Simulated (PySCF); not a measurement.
# C3H10BN: runs on many settings, part 2 of 2

PySCF 2.14.0. Atoms count from 0. Earlier steps stand in the parts before.

### 4 NMR shieldings: PW91/pcSseg-1

Job settings and geometry (Å):

```
{"job": {"kind": "nmr", "xc": "PW91", "basis": "pcSseg-1", "pop": false, "scf": {"conv": 1e-11}}, "charge": 0, "multiplicity": 1}
N      1.764573    -0.536673    -0.719044
B      0.902679    -0.363887     0.693737
C     -0.283768     0.641634     0.288478
C     -1.363323     0.200909    -0.667712
C     -1.693272     0.451411     0.769479
H      1.108401    -0.842227    -1.430006
H      2.508918    -1.214305    -0.602124
H      2.146037     0.367546    -0.972265
H      0.529901    -1.460665     0.968426
H      1.672956     0.090258     1.481114
H     -0.005052     1.688054     0.172867
H     -1.738462     0.896586    -1.407280
H     -1.364353    -0.826509    -1.007757
H     -1.900032    -0.403487     1.395360
H     -2.289617     1.319345     1.014817
```

Level: GIAO PW91/pcSseg-1 NMR shielding, non-relativistic, gas phase.

The log of the run:

```text
final grid: 109544 points
cycle   1  E = -199.6726598438  dE =  3.560e-01  |g| = 6.271e-01  |ddm| = 3.232e+00
cycle   2  E = -199.4911268290  dE =  1.815e-01  |g| = 1.026e+00  |ddm| = 2.129e+00
cycle   3  E = -199.7944315898  dE = -3.033e-01  |g| = 1.042e-01  |ddm| = 1.519e+00
cycle   4  E = -199.7969619958  dE = -2.530e-03  |g| = 3.637e-02  |ddm| = 1.378e-01
cycle   5  E = -199.7972750028  dE = -3.130e-04  |g| = 1.074e-02  |ddm| = 3.834e-02
cycle   6  E = -199.7972986885  dE = -2.369e-05  |g| = 4.241e-03  |ddm| = 1.301e-02
cycle   7  E = -199.7973031086  dE = -4.420e-06  |g| = 5.487e-04  |ddm| = 4.127e-03
cycle   8  E = -199.7973031811  dE = -7.259e-08  |g| = 1.264e-04  |ddm| = 7.545e-04
cycle   9  E = -199.7973031845  dE = -3.388e-09  |g| = 5.533e-05  |ddm| = 1.922e-04
cycle  10  E = -199.7973031852  dE = -7.106e-10  |g| = 1.184e-05  |ddm| = 5.563e-05
cycle  11  E = -199.7973031853  dE = -3.166e-11  |g| = 3.486e-06  |ddm| = 1.811e-05
cycle  12  E = -199.7973031853  dE = -4.604e-12  |g| = 4.581e-07  |ddm| = 5.374e-06
converged SCF energy = -199.7973031853

GIAO shielding tensors (ppm)
atom      isotropic    diamagn.    paramagn.     s11        s22        s33       span
  0 N      213.370     314.843    -101.473    206.865    208.067    225.179     18.314
  1 B      110.425     190.826     -80.401     95.077    112.903    123.296     28.219
  2 C      173.668     249.789     -76.120    138.294    169.604    213.107     74.812
  3 C      178.656     252.327     -73.671    146.127    171.403    218.439     72.312
  4 C      174.128     251.253     -77.125    145.799    168.022    208.563     62.764
  5 H       28.767      31.627      -2.860     22.395     27.804     36.101     13.706
  6 H       28.670      28.349       0.320     22.055     24.468     39.486     17.431
  7 H       29.035      30.319      -1.284     23.769     25.939     37.395     13.626
  8 H       30.329      31.791      -1.461     26.035     31.560     33.393      7.357
  9 H       28.934      30.730      -1.796     25.244     29.699     31.858      6.614
 10 H       31.813      32.842      -1.028     25.567     28.955     40.917     15.350
 11 H       31.457      31.410       0.047     25.736     27.261     41.373     15.637
 12 H       32.061      32.649      -0.588     26.996     28.845     40.343     13.347
 13 H       31.364      31.550      -0.186     25.225     28.727     40.139     14.914
 14 H       31.037      30.533       0.503     25.300     26.971     40.839     15.539
```

Wall time 14 s (1 thread of Arm Neoverse V2, shared host); peak memory 0.64 GiB.

In short: δ C2 7.8, C3 5.1, N0 53.6, B1 -16.4, H5 2.83, H8 2.02 ppm (means over like atoms).

### 5 Excited states and response: PBE0/6-31G*

The job, as its differences from that of step 4:

```diff
@@ -1,2 +1,2 @@
-{"job": {"kind": "nmr", "xc": "PW91", "basis": "pcSseg-1", "pop": false, "scf": {"conv": 1e-11}}, "charge": 0, "multiplicity": 1}
+{"job": {"kind": "uv", "xc": "PBE0", "basis": "6-31G*", "nstates": 1, "ntriplets": 2, "tda": false}, "charge": 0, "multiplicity": 1}
 N      1.764573    -0.536673    -0.719044
```

With the program's defaults for keys left out, this is: TDDFT PBE0/6-31G*, vertical, gas phase, core orbitals frozen in the response.

The log of the run:

```text
coarse grid: 11608 points
cycle   1  E = -199.6300386278  dE =  5.061e-01  |g| = 4.847e-01  |ddm| = 3.164e+00
cycle   2  E = -199.6335606170  dE = -3.522e-03  |g| = 5.006e-01  |ddm| = 1.261e+00
cycle   3  E = -199.7036899883  dE = -7.013e-02  |g| = 5.851e-02  |ddm| = 6.660e-01
cycle   4  E = -199.7044836373  dE = -7.936e-04  |g| = 1.822e-02  |ddm| = 7.073e-02
cycle   5  E = -199.7045689278  dE = -8.529e-05  |g| = 3.704e-03  |ddm| = 1.969e-02
cycle   6  E = -199.7045719616  dE = -3.034e-06  |g| = 1.349e-03  |ddm| = 4.616e-03
final grid: 109544 points
cycle   7  E = -199.6618445774  dE = -3.310e-05  |g| = 9.580e-03  |ddm| = 2.255e-02
cycle   8  E = -199.6618370993  dE =  7.478e-06  |g| = 1.130e-02  |ddm| = 2.079e-02
cycle   9  E = -199.6618685304  dE = -3.143e-05  |g| = 5.029e-04  |ddm| = 1.076e-02
cycle  10  E = -199.6618685951  dE = -6.470e-08  |g| = 1.479e-04  |ddm| = 5.581e-04
cycle  11  E = -199.6618685997  dE = -4.612e-09  |g| = 4.609e-05  |ddm| = 1.437e-04
cycle  12  E = -199.6618686002  dE = -4.873e-10  |g| = 1.363e-05  |ddm| = 5.458e-05
converged SCF energy = -199.6618686002

Static polarisability (au): isotropic 50.905, principal 46.970 49.038 56.706

Singlet excitations
state   eV       nm        f      main configurations
  1   7.0409    176.1   0.01442   H->L 0.99

Triplet excitations (Tamm-Dancoff, eV): 6.9129 7.3545
```

Wall time 4.6 s (1 thread of Arm Neoverse V2, shared host); peak memory 0.53 GiB.

This run: HOMO -6.81 eV, LUMO 1.39 eV; lowest singlet 7.04 eV.

### 6 NMR shieldings: mPW1PW91/def2-TZVP in dimethylsulfoxide

The job, as its differences from that of step 5:

```diff
@@ -1,2 +1,2 @@
-{"job": {"kind": "uv", "xc": "PBE0", "basis": "6-31G*", "nstates": 1, "ntriplets": 2, "tda": false}, "charge": 0, "multiplicity": 1}
+{"job": {"kind": "nmr", "xc": "mPW1PW91", "basis": "def2-TZVP", "solvent": "dimethylsulfoxide", "pop": false, "scf": {"aux": "def2-universal-jkfit"}}, "charge": 0, "multiplicity": 1}
 N      1.764573    -0.536673    -0.719044
```

With the program's defaults for keys left out, this is: GIAO mPW1PW91/def2-TZVP NMR shielding, non-relativistic, IEF-PCM dimethylsulfoxide.

The log of the run:

```text
final grid: 109544 points
cycle   1  E = -199.9040195397  dE =  4.638e-01  |g| = 4.595e-01  |ddm| = 2.525e+00
cycle   2  E = -199.8965114001  dE =  7.508e-03  |g| = 5.100e-01  |ddm| = 1.014e+00
cycle   3  E = -199.9682488599  dE = -7.174e-02  |g| = 5.385e-02  |ddm| = 6.008e-01
cycle   4  E = -199.9688435085  dE = -5.946e-04  |g| = 2.125e-02  |ddm| = 5.444e-02
cycle   5  E = -199.9689582362  dE = -1.147e-04  |g| = 3.184e-03  |ddm| = 1.691e-02
cycle   6  E = -199.9689603332  dE = -2.097e-06  |g| = 1.152e-03  |ddm| = 3.167e-03
cycle   7  E = -199.9689606249  dE = -2.916e-07  |g| = 2.593e-04  |ddm| = 9.340e-04
cycle   8  E = -199.9689606409  dE = -1.600e-08  |g| = 3.666e-05  |ddm| = 2.686e-04
cycle   9  E = -199.9689606412  dE = -3.351e-10  |g| = 8.741e-06  |ddm| = 6.532e-05
converged SCF energy = -199.9689606412

GIAO shielding tensors (ppm)
atom      isotropic    diamagn.    paramagn.     s11        s22        s33       span
  0 N      228.128     312.509     -84.381    219.446    222.399    242.540     23.094
  1 B      119.845     189.694     -69.849    105.630    120.844    133.061     27.431
  2 C      184.402     242.396     -57.994    150.063    181.048    222.094     72.031
  3 C      186.991     246.617     -59.626    155.505    180.541    224.928     69.423
  4 C      184.475     247.495     -63.020    157.504    178.095    217.827     60.323
  5 H       28.917      29.113      -0.196     21.928     28.111     36.710     14.782
  6 H       28.846      26.806       2.040     22.166     24.206     40.166     18.000
  7 H       28.991      28.227       0.764     23.377     25.894     37.702     14.325
  8 H       31.015      32.603      -1.588     26.971     31.953     34.122      7.152
  9 H       29.798      32.004      -2.205     26.378     30.435     32.582      6.204
 10 H       32.221      32.160       0.060     26.056     28.960     41.646     15.590
 11 H       31.637      31.089       0.548     26.000     27.094     41.816     15.816
 12 H       32.161      31.471       0.690     26.941     28.664     40.878     13.938
 13 H       32.038      31.201       0.837     25.917     29.063     41.135     15.218
 14 H       31.529      30.675       0.854     25.721     27.154     41.711     15.990
```

Wall time 17 s (1 thread of Arm Neoverse V2, shared host); peak memory 0.87 GiB.

In short: σ C2 184.4, C3 185.7, N0 228.1, B1 119.8, H5 28.92, H8 30.41 ppm (means over like atoms).

### 7 Comparing the runs: NMR shifts

Isotropic shieldings (ppm) of some atoms, chosen among heavy atoms and hydrogens apart, means over like atoms, with basis size and wall time:

```
                                    run     C2     C3     H8    H12    H10     N0     B1  functions  time
                          PBE0/pcSseg-1  181.4  182.6  29.74  31.80  31.98  220.3  115.8        135  12 s
                          PW91/pcSseg-1  173.7  176.4  29.63  31.71  31.81  213.4  110.4        135  14 s
mPW1PW91/def2-TZVP in dimethylsulfoxide  184.4  185.7  30.41  32.10  32.22  228.1  119.8        215  17 s
```

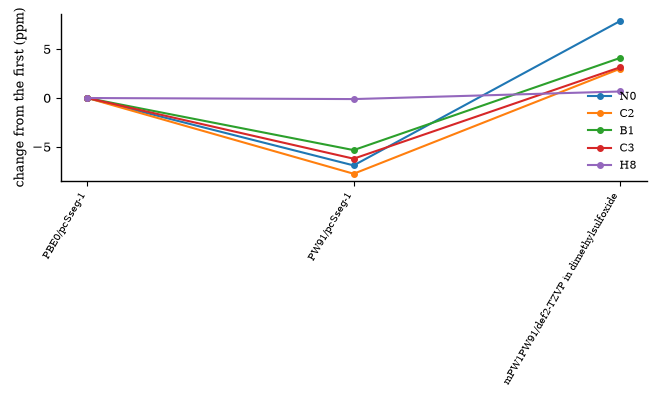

How five of the tabulated atoms move from run to run.

### 8 Side by side: electronic excitations

Excitations and ground-state properties, with basis size and wall time:

```
           run  lowest singlet (eV)  brightest (eV)      f  gap (eV)  α (Å³)  μ (D)  functions   time
PBE0/def2-SVPD                 6.02            6.55  0.033      7.05    9.22   4.80        180   17 s
   PBE0/6-31G*                 7.04            7.04  0.014      8.21    7.54   5.06         90  4.6 s
```

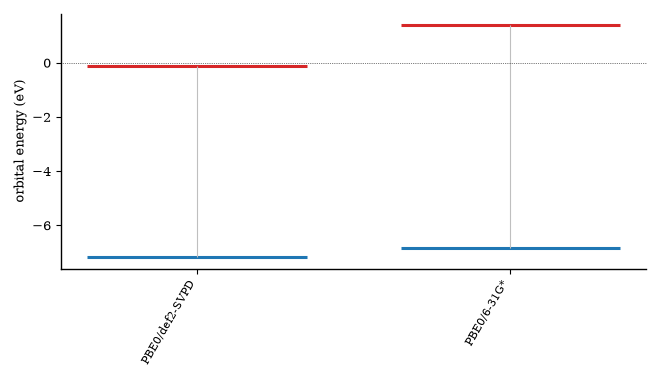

HOMO (blue) and LUMO (red) run by run.

### 9 Summary of results

This closing draws on all 2 parts.

```
                                                               quantity                               value
13C shifts against TMS (PBE0/pcSseg-1, means over atoms taken as alike)                        5.5, 4.3 ppm
 1H shifts against TMS (PBE0/pcSseg-1, means over atoms taken as alike)  2.83, 1.98, 0.36, -0.08, -0.27 ppm
                                 15N shifts against NH3 (PBE0/pcSseg-1)                            47.5 ppm
                            11B shifts against BF3·OEt2 (PBE0/pcSseg-1)                           -15.7 ppm
                                  surface potential, least and greatest                  -1.47 V and 2.44 V
                                        lowest singlet (PBE0/def2-SVPD)         6.02 eV (206 nm), f = 0.017
                               brightest single state of those computed         state 3, 6.55 eV, f = 0.033
                                                         lowest triplet                             5.92 eV
                                           range of the shielding of N0                  213.4 to 228.1 ppm
                                            range of the lowest singlet                     6.02 to 7.04 eV
```

Single values in the summary come from the first run of each kind that ended normally (PBE0/pcSseg-1; PBE0/def2-SVPD), which need not be the best level. At PBE0/pcSseg-1: Shielding is most anisotropic at C2 (span 73 ppm, paramagnetic term -69 ppm). The first singlet state (HOMO→LUMO 0.99) lies at 6.02 eV and is weak; of the 6 states computed, the strongest absorption comes from state 3 at 6.55 eV. The lowest triplet lies 0.10 eV below the lowest singlet (triplets in Tamm-Dancoff, singlets in full TDDFT). Across the 3 runs the shielding of N0 moves most, between 213.4 (PW91/pcSseg-1) and 228.1 ppm (mPW1PW91/def2-TZVP in dimethylsulfoxide). The lowest singlet runs from 6.02 eV (PBE0/def2-SVPD) to 7.04 eV (PBE0/6-31G*), while the orbital gap spans 7.05 to 8.21 eV. The lowest state need not be the same one in every run. The runs solved for a few states only, so the brightest column depends on that window.
